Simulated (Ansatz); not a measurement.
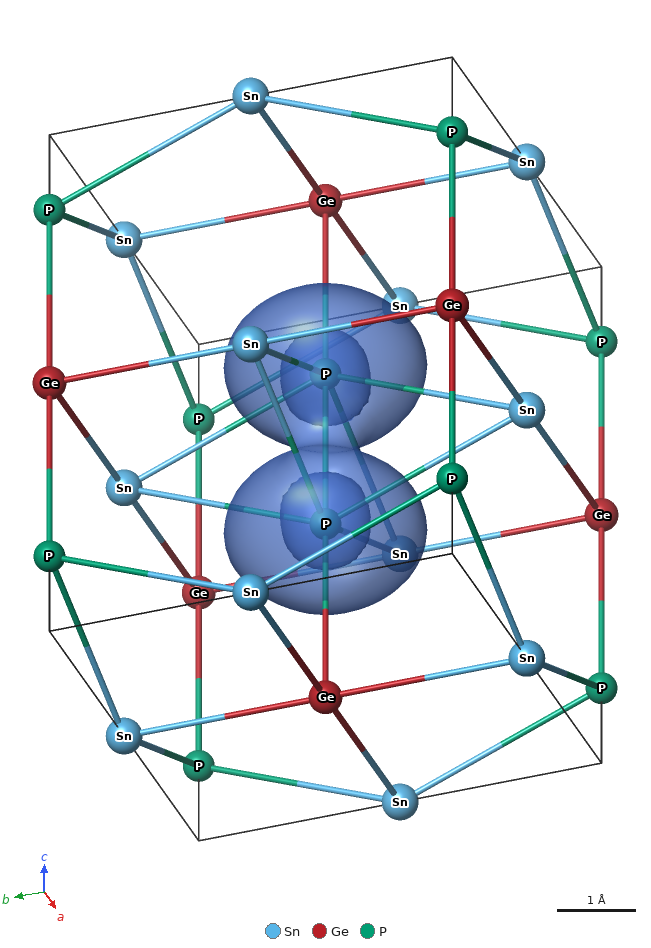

*Sn₂GeP₂. Isosurface of the electron localisation function at 0.65 (blue), seen at an oblique angle. Only the valence region is drawn (cores and ρ < 0.01 e/Å³ removed). Sticks mark near contacts.*

Space group I4/mmm; a structure generated by program, which may or may not match a known phase.

These are results of DFT PBE, scalar-relativistic, plane waves, PAW in Ansatz, not measurements.

Core electrons are frozen (PAW), and the valence fields are smoothed inside the atomic spheres.

```
Sn Ge P
1.0
     5.53942    0.00000    0.00000
     0.00000    5.53942    0.00000
     0.00000    0.00000    7.49600
Sn Ge P
4 2 4
Cartesian
  0.0000 2.7697 0.0000
  2.7697 0.0000 3.7480
  2.7697 0.0000 0.0000
  0.0000 2.7697 3.7480
  0.0000 0.0000 3.7480
  2.7697 2.7697 0.0000
  0.0000 0.0000 6.3641
  2.7697 2.7697 2.6161
  0.0000 0.0000 1.1319
  2.7697 2.7697 4.8799
```

### Where are the electrons localised?

At this value the surface marks out two regions between bonded P–P atoms, counted in one cell of 10 atoms. Any copies at cell faces, edges or corners count once. Profiles from the grid: P–P (2.26 Å): the ELF peaks at about 0.75 between the atoms. Ge–P (2.62 Å): the ELF peaks at about 0.85 in the valence shell of P, 0.8 Å from its nucleus, and is about 0.55 at the midpoint.
